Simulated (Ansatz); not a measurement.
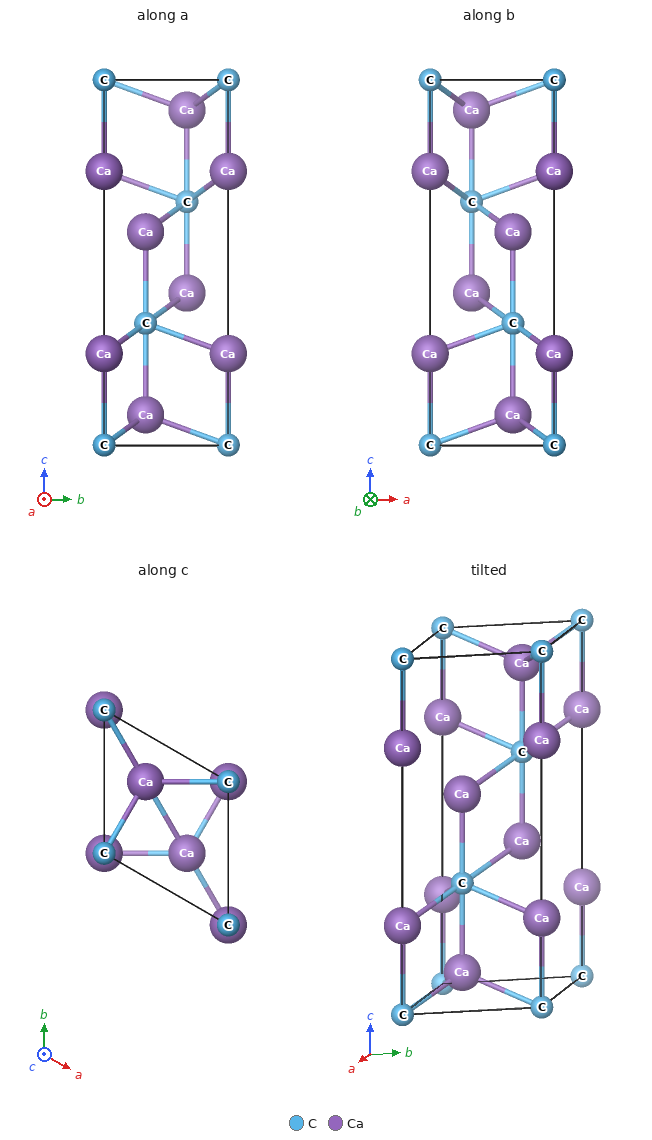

This ball-and-stick model is shown along the a axis, along the b axis, along the c axis and slightly off an axis. The wireframe shows the conventional unit cell.

Lattice parameters: a = 4.424 Å, b = 4.424 Å, c = 11.271 Å, α = 90.00°, β = 90.00°, γ = 120.00°.

### Set out the cell and atoms as a table of Wyckoff sites.

Space group R-3m:H (No. 166).
```json
{"atom": "C", "site": "3a", "x": "0.0000", "y": "0.0000", "z": "0.0000"}
{"atom": "Ca", "site": "6c", "x": "0.0000", "y": "0.0000", "z": "0.2505"}
```

Starting structure: a structure type filled with these elements by a generator (whether the compound takes this form wasn't checked). The cell was then strained or its atoms displaced on purpose. A calculation with Ansatz used it as input.
